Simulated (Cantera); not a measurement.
A closed system holds: 1 mol Si(CH₃)₄, 0.013 mol CH₄, 1900 mol H₂, equilibrated at 690 Torr.

Method: chemical equilibrium by Gibbs-energy minimisation in Cantera with the NASA 1993 tables (ideal gas, pure condensed phases). Candidate condensed phases: C, C₆H₆, C₇H₈, C₈H₁₈, Si, SiC; 87 gas species. Gases not in the tables: Si₂H₆ and higher silanes. Kinetics and transport are ignored.

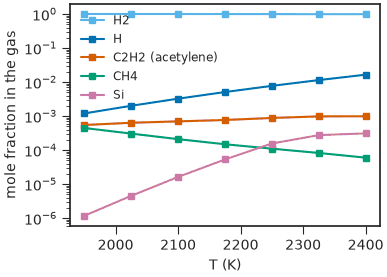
Figure: Equilibrium gas composition (values under 1e-9 drawn at 1e-9)

Task: Read off the mole fractions at 2400 K.

Result: H₂ about 0.98, H about 0.016, C₂H₂ (acetylene) about 0.00099, Si about 0.00031, CH₄ about 6.0e-5.
